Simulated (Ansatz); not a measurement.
```tsv
atom	x (Å)	y (Å)	z (Å)
C	-1.8034	-0.2655	0.2966
Al	0.0331	0.1587	-0.1538
C	1.6725	-0.6288	0.5156
C	0.2644	1.5882	-1.4636
N	0.4007	2.4329	-2.2385
H	-1.8899	-1.0704	1.0296
H	-2.3137	0.6159	0.6987
H	-2.3614	-0.5600	-0.5983
H	2.2949	-0.9894	-0.3095
H	1.4989	-1.4615	1.2005
H	2.2694	0.1227	1.0433
```

Geometry: PBE0-D4/def2-TZVP.

Theory: Ansatz 0.2.0, RKS PBE0-D4/def2-TZVPP.

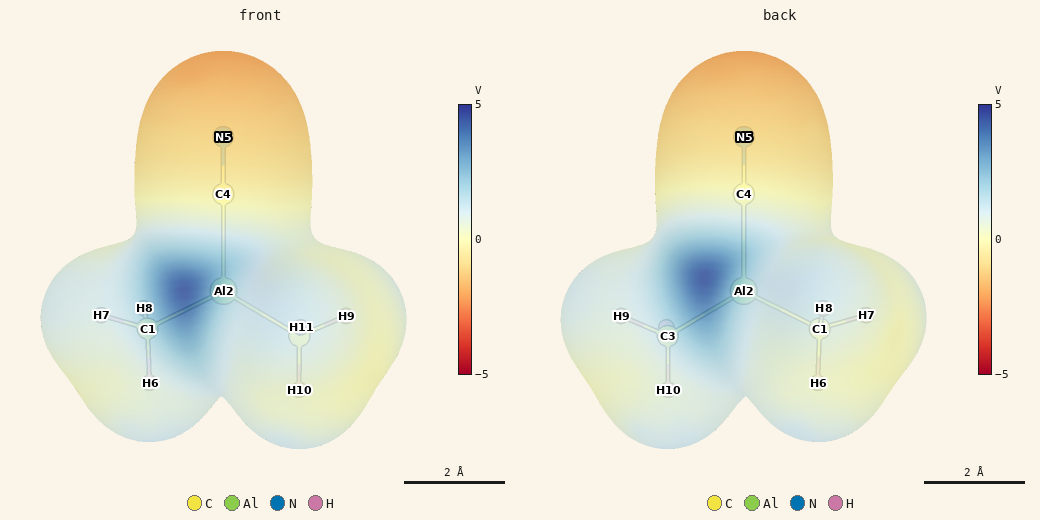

C$_{3}$H$_{6}$AlN (SMILES [CH3][Al]([CH3])[C]#N). The electrostatic potential painted on the density surface at 0.002 e/bohr³, seen from the front and from behind; the colour scale runs from red (negative) to blue (positive).

Q: Where is the surface potential most negative and most positive?

A: The most negative region (about −1.9 V) lies over N5, the most positive (about +4.2 V) over Al2. N5 is the likeliest acceptor of a hydrogen bond.
